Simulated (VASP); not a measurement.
## Driving VASP from ASE on MgCu2

Do ASE scripts that read MgCu2 from different structure formats give one answer, and do several routes find one equilibrium volume? All runs use LDA. Left out of this account: 1 further run (self-consistent run: a reference on another mesh). The start is a cell from a database of measured crystal structures.

Main program and level: VASP 6.6.1; LDA; plane waves and PAW (Mg, Cu).

The database entry behind the starting cell differs from later determinations by our own check (0.1 to 0.3 % short, probably kX units), so it need not match the best structure at ambient conditions.

## Step 1: The starting structure

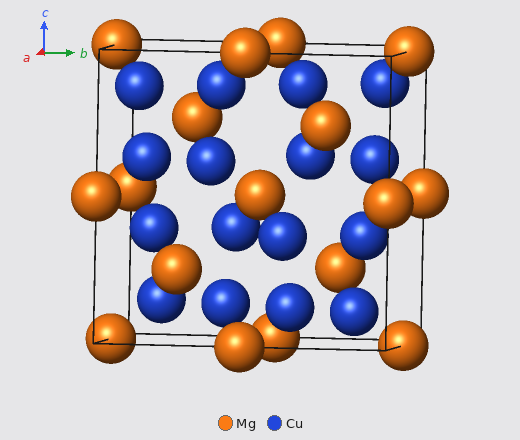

Start, viewed slightly off an axis; magnesium orange, copper blue. This picture shows the conventional cell, with its axes. Some periodic images of atoms are drawn too.

As a file:

```cif
data_structure
_symmetry_space_group_name_H-M 'Fd-3m:1'
_symmetry_Int_Tables_number 227
_cell_length_a 7.0210
_cell_length_b 7.0210
_cell_length_c 7.0210
_cell_angle_alpha 90.000
_cell_angle_beta 90.000
_cell_angle_gamma 90.000
_cell_volume 346.10
loop_
_atom_site_label
_atom_site_type_symbol
_atom_site_symmetry_multiplicity
_atom_site_Wyckoff_symbol
_atom_site_fract_x
_atom_site_fract_y
_atom_site_fract_z
_atom_site_occupancy
Mg1 Mg 8 b 0.00000 0.00000 0.50000 1
Cu1 Cu 16 c 0.12500 0.12500 0.12500 1
```

## Step 2: A single point (LDA, through ASE)

A single point through ASE, with the structure typed into the script.

run.py reads:

```python
import numpy as np
from ase.calculators.vasp import Vasp
from ase import Atoms
from ase.dft.bandgap import bandgap

atoms = Atoms(['Mg', 'Mg', 'Cu', 'Cu', 'Cu', 'Cu'],
              cell=[[0.0, 3.5105, 3.5105], [3.5105, 0.0, 3.5105], [3.5105, 3.5105, 0.0]],
              scaled_positions=[[0.0, 0.0, 0.0], [0.25, 0.25, 0.25], [0.625, 0.625, 0.625], [0.125, 0.625, 0.625], [0.625, 0.625, 0.125], [0.625, 0.125, 0.625]],
              pbc=True)

calc = Vasp(
    xc='lda',
    pp='LDA',
    prec='Accurate',
    encut=400,
    ediff=1e-06,
    nelm=100,
    ismear=-1,
    sigma=0.05,
    lreal=False,
    algo='Normal',
    nbands=30,
    lasph=True,
    lorbit=11,
    lwave=False,
    lcharg=False,
    kpar=4,
    isif=2,
    pp_version='64',
    setups={'Mg': '', 'Cu': ''},
    kpts=(8, 8, 8),
    gamma=True,
    txt='vasp.out',
)
atoms.calc = calc

print("energy (eV):", round(atoms.get_potential_energy(), 6))
print("Fermi level (eV):", round(calc.get_fermi_level(), 4))
print("forces (eV/A):")
print(np.round(atoms.get_forces(), 4))
print("stress (GPa, Voigt, tension positive):", np.round(atoms.get_stress() * 160.21766, 3))
gap, p1, p2 = bandgap(calc, direct=False)
print("gap on the mesh (eV):", round(gap, 4))
```

PAW data sets: Mg and Cu (LDA family, release 64).

Run with:

```sh
> export ASE_VASP_COMMAND="mpirun -np 4 vasp_std"
> python run.py
```

What it wrote:

```text
energy (eV): -23.493847
Fermi level (eV): 5.3844
forces (eV/A):
[[ 0.  0.  0.]
 [-0. -0. -0.]
 [ 0. -0.  0.]
 [ 0. -0.  0.]
 [ 0. -0.  0.]
 [ 0. -0.  0.]]
stress (GPa, Voigt, tension positive): [ 8.232  8.232  8.232 -0.     0.     0.   ]
gap on the mesh (eV): 0.0
```

It took 7 s on 4 MPI ranks of Intel Xeon 6975P-C (Granite Rapids), shared host; peak memory 0.7 GiB.

The logs omit lines about the potential files and the build; timing stands in the text.

The INCAR that ASE wrote:

```
ENCUT = 400.000000
SIGMA = 0.050000
EDIFF = 1.00e-06
ALGO = Normal
PREC = Accurate
ISIF = 2
ISMEAR = -1
KPAR = 4
LORBIT = 11
NBANDS = 30
NELM = 100
LASPH = .TRUE.
LCHARG = .FALSE.
LWAVE = .FALSE.
LREAL = .FALSE.
```

The KPOINTS that ASE wrote:

```
KPOINTS created by Atomic Simulation Environment
0
Gamma
8 8 8
0 0 0
```

vasp.out:

```text
[banner, memory and clock lines left out]
running    4 mpi-ranks, on    1 nodes
 distrk:  each k-point on    1 cores,    4 groups
 distr:  one band on    1 cores,    1 groups

 POSCAR found type information on POSCAR MgCu
 POSCAR found :  2 types and       6 ions
 LDA part: xc-table for (Slater(with rela. corr.)+CA(PZ))
 , standard interpolation
 POSCAR, INCAR and KPOINTS ok, starting setup
 FFT: planning ... GRIDC
 FFT: planning ... GRID_SOFT
 FFT: planning ... GRID
 WAVECAR not read
 entering main loop
       N       E                     dE             d eps       ncg     rms          rms(c)
DAV:   1     0.333976757578E+03    0.33398E+03   -0.17538E+04  1740   0.192E+03
DAV:   2    -0.173819666071E+01   -0.33571E+03   -0.32491E+03  1740   0.369E+02
DAV:   3    -0.276020126774E+02   -0.25864E+02   -0.22935E+02  1904   0.154E+02
DAV:   4    -0.282416920704E+02   -0.63968E+00   -0.63640E+00  2460   0.299E+01
DAV:   5    -0.282498285661E+02   -0.81365E-02   -0.81352E-02  2598   0.270E+00    0.198E+01
DAV:   6    -0.291581058317E+02   -0.90828E+00   -0.81198E+01  1966   0.194E+02    0.144E+01
DAV:   7    -0.236500530575E+02    0.55081E+01   -0.20262E+01  2134   0.937E+01    0.186E+00
DAV:   8    -0.237749657968E+02   -0.12491E+00   -0.37521E+00  2598   0.323E+01    0.417E+00
DAV:   9    -0.235064918611E+02    0.26847E+00   -0.90813E-01  2078   0.195E+01    0.574E-01
DAV:  10    -0.235050962619E+02    0.13956E-02   -0.43507E-02  2602   0.227E+00    0.247E-01
DAV:  11    -0.235039502701E+02    0.11460E-02   -0.64913E-03  2566   0.153E+00    0.685E-02
DAV:  12    -0.235039015492E+02    0.48721E-04   -0.58056E-04  2444   0.372E-01    0.245E-02
DAV:  13    -0.235038934477E+02    0.81015E-05   -0.34187E-05  2706   0.983E-02    0.246E-03
DAV:  14    -0.235038935731E+02   -0.12539E-06   -0.18152E-06  1394   0.185E-02
   1 F= -.23503894E+02 E0= -.23493847E+02  d E =-.200927E-01
```

OUTCAR, selected parts (step 2):

```text
ion  position               nearest neighbor table
   1  0.000  0.000  0.000-   3 2.91   5 2.91   6 2.91   3 2.91   4 2.91   5 2.91   3 2.91   4 2.91
                             6 2.91   4 2.91   5 2.91   6 2.91   2 3.04   2 3.04   2 3.04   2 3.04
   2  0.250  0.250  0.250-   4 2.91   5 2.91   6 2.91   3 2.91   4 2.91   6 2.91   3 2.91   4 2.91
                             5 2.91   3 2.91   5 2.91   6 2.91   1 3.04   1 3.04   1 3.04   1 3.04
   3  0.625  0.625  0.625-   4 2.48   5 2.48   6 2.48   5 2.48   6 2.48   4 2.48   1 2.91   2 2.91
                             1 2.91   2 2.91   1 2.91   2 2.91
   4  0.125  0.625  0.625-   3 2.48   5 2.48   6 2.48   3 2.48   5 2.48   6 2.48   2 2.91   1 2.91
                             1 2.91   2 2.91   2 2.91   1 2.91
   5  0.625  0.625  0.125-   3 2.48   3 2.48   4 2.48   6 2.48   6 2.48   4 2.48   1 2.91   2 2.91
                             1 2.91   2 2.91   1 2.91   2 2.91
   6  0.625  0.125  0.625-   3 2.48   5 2.48   3 2.48   4 2.48   5 2.48   4 2.48   2 2.91   1 2.91
                             2 2.91   2 2.91   1 2.91   1 2.91

  LATTYP: Found a face centered cubic cell.
 ALAT       =     7.0210000000

 Subroutine GETGRP returns: Found 48 space group operations
 (whereof 24 operations were pure point group operations)

The static configuration has the point symmetry T_d .
 The point group associated with its full space group is O_h .

 Found     29 irreducible k-points:

   k-points           NKPTS =     29   k-points in BZ     NKDIM =     29   number of bands    NBANDS=     30

   dimension x,y,z NGX =    32 NGY =   32 NGZ =   32
   dimension x,y,z NGXF=    64 NGYF=   64 NGZF=   64

   ENCUT  =  400.0 eV  29.40 Ry    5.42 a.u.   8.10  8.10  8.10*2*pi/ulx,y,z

   NELECT =      48.0000    total number of electrons

 k-points in reciprocal lattice and weights: KPOINTS created by Atomic Simulation Env
   0.00000000  0.00000000  0.00000000       0.002
   0.12500000  0.00000000  0.00000000       0.016
   0.25000000  0.00000000  0.00000000       0.016
   0.37500000  0.00000000  0.00000000       0.016
   0.50000000  0.00000000  0.00000000       0.008
   0.12500000  0.12500000  0.00000000       0.012
   0.25000000  0.12500000  0.00000000       0.047
   0.37500000  0.12500000  0.00000000       0.047
   0.50000000  0.12500000  0.00000000       0.047
[...]
-0.37500000  0.50000000  0.12500000       0.023
  -0.25000000  0.50000000  0.25000000       0.012

 average (electrostatic) potential at core
       1 -36.0747       2 -36.0747       3 -66.6510       4 -66.6510       5 -66.6510
       6 -66.6510

 E-fermi :   5.3844

 k-point     1 :       0.0000    0.0000    0.0000
  band No.  band energies     occupation
    ...
     18       3.1054      2.00000
     19       3.8072      2.00000
     20       3.8072      2.00000
     21       3.8072      2.00000
     22       5.3317      1.48337
     23       5.5219      0.12012
     24       5.5219      0.12012
     25       5.5219      0.12012
     26       8.2778      0.00000
     27       8.2778      0.00000
    ...

 k-point     2 :       0.1250    0.0000    0.0000
  band No.  band energies     occupation
    ...
     19       3.6440      2.00000
     20       3.6440      2.00000
     21       3.8074      2.00000
     22       4.4949      2.00000
     23       5.3917      0.92687
     24       5.6380      0.01247
     25       5.6380      0.01247
     26       7.8496      0.00000
     27       7.8496      0.00000
     28       8.6198      0.00000
    ...

 k-point     3 :       0.2500    0.0000    0.0000
  band No.  band energies     occupation
    ...
     19       3.1586      2.00000
     20       3.3458      2.00000
     21       3.3458      2.00000
     22       3.8073      2.00000
     23       5.3728      1.11575
     24       5.7905      0.00059
     25       5.7905      0.00059
     26       7.3216      0.00000
     27       7.3216      0.00000
     28       8.8130      0.00000
    ...

  Total       -4.4456430     -4.4456430     -4.4456430     -0.0000000     -0.0000000     -0.0000000
  in kB      -82.3205450    -82.3205450    -82.3205450     -0.0000000     -0.0000000     -0.0000000
  external PRESSURE =     -82.3205450 kB  Pullay stress =       0.0000000 kB

  energy-cutoff  :      400.00
  volume of cell :       86.52
      direct lattice vectors                 reciprocal lattice vectors
     0.000000000  3.510500000  3.510500000    -0.142429853  0.142429853  0.142429853
     3.510500000  0.000000000  3.510500000     0.142429853 -0.142429853  0.142429853
     3.510500000  3.510500000  0.000000000     0.142429853  0.142429853 -0.142429853

 POSITION                                       TOTAL-FORCE (eV/Angst)
 -----------------------------------------------------------------------------------
      0.00000      0.00000      0.00000         0.000000      0.000000      0.000000
      1.75525      1.75525      1.75525        -0.000000     -0.000000     -0.000000
      4.38812      4.38812      4.38812         0.000000     -0.000000      0.000000
      4.38812      2.63287      2.63287         0.000000     -0.000000      0.000000
      2.63287      2.63287      4.38812         0.000000     -0.000000      0.000000
      2.63287      4.38812      2.63287         0.000000     -0.000000      0.000000
 -----------------------------------------------------------------------------------
    total drift:                                0.000000      0.000000      0.000000

  FREE ENERGIE OF THE ION-ELECTRON SYSTEM (eV)
  ---------------------------------------------------
  free  energy   TOTEN  =       -23.5038935731 eV

  energy  without entropy=      -23.4838008441  energy(sigma->0) =      -23.49384721

 total charge
# of ion       s       p       d       tot
------------------------------------------
    1        0.197   0.140   0.023   0.360
    2        0.197   0.140   0.023   0.360
    3        0.486   0.383   9.159  10.027
    4        0.486   0.383   9.159  10.027
    5        0.486   0.383   9.159  10.027
    6        0.486   0.383   9.159  10.027
--------------------------------------------------
tot          2.337   1.811  36.681  40.829

[... 3 further parts left out ...]
```

At this level the cell is under a tension of 8.2 GPa, so at these settings it is away from equilibrium.

Numbers from this step:

```
electronic steps        : 14
electrons               : 48
bands                   : 30
irreducible k points    : 29
symmetry operations     : 48
free energy (TOTEN)     : -23.50 eV
energy at zero smearing : -23.49 eV
Fermi energy            : 5.384 eV
pressure                : -8.232 GPa
metallic                : yes
```

The pressure is -8.23 GPa and the largest force 0.000 eV/Å, so the cell is not at a minimum at these settings.

## Step 3: Self-consistent run (LDA, through ASE)

The single point through ASE, with the structure read from a CIF in P1. The mesh changes to 6×6×6, so this is no clean test of the format.

run.py, as its differences from that of step 2:

```diff
@@ -2,9 +2,6 @@
 from ase.calculators.vasp import Vasp
-from ase import Atoms
+from ase.io import read
 from ase.dft.bandgap import bandgap
 
-atoms = Atoms(['Mg', 'Mg', 'Cu', 'Cu', 'Cu', 'Cu'],
-              cell=[[0.0, 3.5105, 3.5105], [3.5105, 0.0, 3.5105], [3.5105, 3.5105, 0.0]],
-              scaled_positions=[[0.0, 0.0, 0.0], [0.25, 0.25, 0.25], [0.625, 0.625, 0.625], [0.125, 0.625, 0.625], [0.625, 0.625, 0.125], [0.625, 0.125, 0.625]],
-              pbc=True)
+atoms = read('MgCu2.cif')
 
@@ -30,3 +27,3 @@
     setups={'Mg': '', 'Cu': ''},
-    kpts=(8, 8, 8),
+    kpts=(6, 6, 6),
     gamma=True,
```

MgCu2.cif reads:

```cif
data_MgCu2
_cell_length_a 4.96459671
_cell_length_b 4.96459671
_cell_length_c 4.96459671
_cell_angle_alpha 60.00000000
_cell_angle_beta 60.00000000
_cell_angle_gamma 60.00000000
_space_group_name_H-M_alt 'P1'
_space_group_name_Hall 'P 1'
_space_group_IT_number 1
loop_
_space_group_symop_operation_xyz
'x,y,z'
loop_
_atom_site_label
_atom_site_type_symbol
_atom_site_symmetry_multiplicity
_atom_site_Wyckoff_symbol
_atom_site_fract_x
_atom_site_fract_y
_atom_site_fract_z
_atom_site_occupancy
Mg1 Mg 1 a 0.0000000000 0.0000000000 0.0000000000 1
Mg2 Mg 1 a 0.2500000000 0.2500000000 0.2500000000 1
Cu1 Cu 1 a 0.6250000000 0.6250000000 0.6250000000 1
Cu2 Cu 1 a 0.1250000000 0.6250000000 0.6250000000 1
Cu3 Cu 1 a 0.6250000000 0.6250000000 0.1250000000 1
Cu4 Cu 1 a 0.6250000000 0.1250000000 0.6250000000 1
```

What it wrote:

```text
energy (eV): -23.427335
Fermi level (eV): 5.3437
forces (eV/A):
[[-0.  0.  0.]
 [ 0. -0. -0.]
 [ 0.  0. -0.]
 [ 0.  0. -0.]
 [ 0.  0. -0.]
 [ 0.  0. -0.]]
stress (GPa, Voigt, tension positive): [8.024 8.024 8.024 0.    0.    0.   ]
gap on the mesh (eV): 0.0
```

The job ended after 5.4 s (4 MPI ranks; peak memory 0.62 GiB; 17 s of CPU time).

ASE turned this into the INCAR:

```
ENCUT = 400.000000
SIGMA = 0.050000
EDIFF = 1.00e-06
ALGO = Normal
PREC = Accurate
ISIF = 2
ISMEAR = -1
KPAR = 4
LORBIT = 11
NBANDS = 30
NELM = 100
LASPH = .TRUE.
LCHARG = .FALSE.
LWAVE = .FALSE.
LREAL = .FALSE.
```

ASE turned this into the KPOINTS:

```
KPOINTS created by Atomic Simulation Environment
0
Gamma
6 6 6
0 0 0
```

vasp.out:

```text
[... set-up lines as in an earlier step ...]
 entering main loop
       N       E                     dE             d eps       ncg     rms          rms(c)
DAV:   1     0.334030743755E+03    0.33403E+03   -0.17689E+04   968   0.194E+03
DAV:   2    -0.263895676480E+01   -0.33667E+03   -0.32602E+03   960   0.365E+02
DAV:   3    -0.276112639959E+02   -0.24972E+02   -0.22270E+02  1070   0.153E+02
DAV:   4    -0.282108766818E+02   -0.59961E+00   -0.59665E+00  1348   0.291E+01
DAV:   5    -0.282190827423E+02   -0.82061E-02   -0.82046E-02  1452   0.273E+00    0.200E+01
DAV:   6    -0.292534549621E+02   -0.10344E+01   -0.82348E+01  1074   0.195E+02    0.146E+01
DAV:   7    -0.235964773065E+02    0.56570E+01   -0.20587E+01  1176   0.943E+01    0.197E+00
DAV:   8    -0.237147994631E+02   -0.11832E+00   -0.38952E+00  1456   0.330E+01    0.422E+00
DAV:   9    -0.234455962384E+02    0.26920E+00   -0.90470E-01  1164   0.194E+01    0.551E-01
DAV:  10    -0.234447130776E+02    0.88316E-03   -0.42334E-02  1364   0.219E+00    0.306E-01
DAV:  11    -0.234430844319E+02    0.16286E-02   -0.91150E-03  1362   0.186E+00    0.808E-02
DAV:  12    -0.234430262232E+02    0.58209E-04   -0.73586E-04  1330   0.446E-01    0.241E-02
DAV:  13    -0.234430168303E+02    0.93929E-05   -0.40758E-05  1476   0.104E-01    0.197E-03
DAV:  14    -0.234430170522E+02   -0.22194E-06   -0.25115E-06   784   0.162E-02
   1 F= -.23443017E+02 E0= -.23427335E+02  d E =-.313644E-01
```

Parts of OUTCAR (step 3):

```text
  LATTYP: Found a face centered cubic cell.
 ALAT       =     7.0209999990

 Found     16 irreducible k-points:

   k-points           NKPTS =     16   k-points in BZ     NKDIM =     16   number of bands    NBANDS=     30

   NELECT =      48.0000    total number of electrons

 E-fermi :   5.3437

 k-point     1 :       0.0000    0.0000    0.0000
  band No.  band energies     occupation
    ...
     18       3.1075      2.00000
     19       3.8120      2.00000
     20       3.8120      2.00000
     21       3.8120      2.00000
     22       5.3211      1.22221
     23       5.5216      0.05532
     24       5.5216      0.05532
     25       5.5216      0.05532
     26       8.2818      0.00000
     27       8.2818      0.00000
    ...

 k-point     2 :       0.1667    0.0000   -0.0000
  band No.  band energies     occupation
    ...
     19       3.5489      2.00000
     20       3.5489      2.00000
     21       3.8121      2.00000
     22       4.0176      2.00000
     23       5.3790      0.66063
     24       5.6994      0.00163
     25       5.6994      0.00163
     26       7.6645      0.00000
     27       7.6645      0.00000
     28       8.8060      0.00000
    ...

  Total       -4.3334648     -4.3334648     -4.3334648     -0.0000000     -0.0000000     -0.0000000
  in kB      -80.2433281    -80.2433281    -80.2433281     -0.0000000     -0.0000000     -0.0000000
  external PRESSURE =     -80.2433281 kB  Pullay stress =       0.0000000 kB

  energy-cutoff  :      400.00
  volume of cell :       86.52
      direct lattice vectors                 reciprocal lattice vectors
     4.964596710  0.000000000  0.000000000     0.201426230 -0.116293488 -0.082231914
     2.482298355  4.299466870  0.000000000     0.000000000  0.232586977 -0.082231914
     2.482298355  1.433155623  4.053576239     0.000000000  0.000000000  0.246695742

 POSITION                                       TOTAL-FORCE (eV/Angst)
 -----------------------------------------------------------------------------------
      0.00000      0.00000      0.00000        -0.000000      0.000000      0.000000
      2.48230      1.43316      1.01339         0.000000     -0.000000     -0.000000
      6.20575      3.58289      2.53349         0.000000      0.000000     -0.000000
      3.72345      3.58289      2.53349         0.000000      0.000000     -0.000000
      4.96460      2.86631      0.50670         0.000000      0.000000     -0.000000
      4.96460      1.43316      2.53349         0.000000      0.000000     -0.000000
 -----------------------------------------------------------------------------------
    total drift:                                0.000000      0.000000      0.000000

  FREE ENERGIE OF THE ION-ELECTRON SYSTEM (eV)
  ---------------------------------------------------
  free  energy   TOTEN  =       -23.4430170522 eV

  energy  without entropy=      -23.4116526163  energy(sigma->0) =      -23.42733483

 total charge
# of ion       s       p       d       tot
------------------------------------------
    1        0.196   0.141   0.023   0.360
    2        0.196   0.141   0.023   0.360
    3        0.486   0.380   9.161  10.027
    4        0.486   0.380   9.161  10.027
    5        0.486   0.380   9.161  10.027
    6        0.486   0.380   9.161  10.027
--------------------------------------------------
tot          2.336   1.803  36.690  40.829

[... 4 parts as in an earlier step ...]

[... 7 further parts left out ...]
```

The k-mesh is coarse for a metal. At this level the cell is under a tension of 8.0 GPa, so at these settings it is away from equilibrium.

This step gave:

* irreducible k points: 16
* free energy (TOTEN): -23.44 eV
* energy at zero smearing: -23.43 eV
* Fermi energy: 5.344 eV
* pressure: -8.024 GPa

The energy lies +11.09 meV an atom from the first script, on another mesh.

(Continued in part 2 of 3.)

[Lines on the potential files, build, host, timing and source positions are cut from VASP's logs without a mark.]

[Logs are printed without paths, hosts, clocks, repeated set-up lines and the standing remarks that a program may print on its own settings, such as how far it seeks lower states.]

[Hosts, paths, dates, database ids (printed as entryN), source tags and the programs' standing remarks are cut or masked in the printed files.]

[A measured line is paired with the nearest computed mode of its activity, which favours agreement.]
